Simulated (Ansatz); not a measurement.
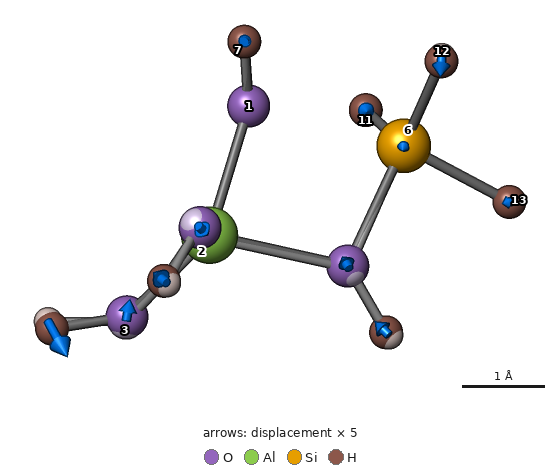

This is a relaxation of AlSiH$_{7}$O$_{4}$. The starting structure is drawn faded, the final one solid; blue arrows show the displacements, 5 times their true length. The two geometries are superimposed by the best rigid fit.

A ball-and-stick model, seen from a free direction.

The start comes from PBE-D4/def2-SVP.

Level of theory: RKS PBE0-D4/def2-TZVP in Ansatz 0.2.0.

The input:
```yaml
crystal:
  periodic: [false, false, false]
  atoms:
    - {symbol: O, position_ang: [-0.804073, -0.257495, -0.990075]}
    - {symbol: Al, position_ang: [-0.163777, -0.972199, 0.548577]}
    - {symbol: O, position_ang: [1.056617, -2.191218, 0.468440]}
    - {symbol: O, position_ang: [-1.450087, -0.988035, 1.702956]}
    - {symbol: O, position_ang: [0.809926, 0.639003, 0.473732]}
    - {symbol: Si, position_ang: [0.285601, 1.527629, -1.014571]}
    - {symbol: H, position_ang: [-1.762700, -0.142255, -1.108124]}
    - {symbol: H, position_ang: [0.827430, -3.132401, 0.478531]}
    - {symbol: H, position_ang: [-1.365045, -1.458707, 2.545678]}
    - {symbol: H, position_ang: [1.600999, 0.973684, 0.930335]}
    - {symbol: H, position_ang: [0.816590, 1.063280, -2.336619]}
    - {symbol: H, position_ang: [-1.053334, 2.211454, -1.002989]}
    - {symbol: H, position_ang: [1.222153, 2.692563, -0.680971]}
basis:
  gaussian: {orbitals: def2-TZVP}
hamiltonian: {xc: pbe0, dispersion: d4}
relax: {f_tol: 0.005, max_steps: 150}
```

Launched with:
```bash
ansatz run in.yaml --threads 4 --pin off --events-out ev --progress --plain --max-ram 11315MiB
```

> What did the optimiser do to the structure, and how much energy did it gain?

H8 moves most after the best rigid fit: 0.13 Å. By element the largest moves are H 0.13 Å, O 0.06 Å, Al 0.04 Å, Si 0.02 Å. Among the contacts that change: O5–Si6 1.811 → 1.758 Å, O1–Al2 1.813 → 1.782 Å, Al2–O5 1.884 → 1.859 Å, Al2–O3 1.727 → 1.702 Å. Among the angles between lasting bonds that change: Al2–O3–H8 121.2° → 124.2°. After 9 accepted moves (11 points after the start) the energy has fallen by 2.09 kcal/mol. Largest force component: 0.74 eV/Å at the start, 0.0036 eV/Å at the end. The line search rejected the trial steps at points 3, 5 of the run.
